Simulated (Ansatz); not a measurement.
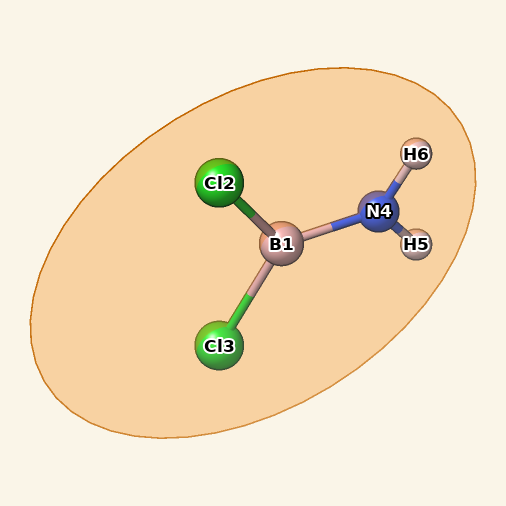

A disc through the centre of mass is drawn in. Depth is shown by fading: the farther an atom, the more it takes the colour of the background. The geometry was computed by an optimisation with PBE0-D4/def2-TZVP.

Q: Is the plane of the disc a mirror plane of the structure?

A: Yes. The reflection leaves B1, Cl2, Cl3, N4, H5, H6 in place. The point group is C2v.
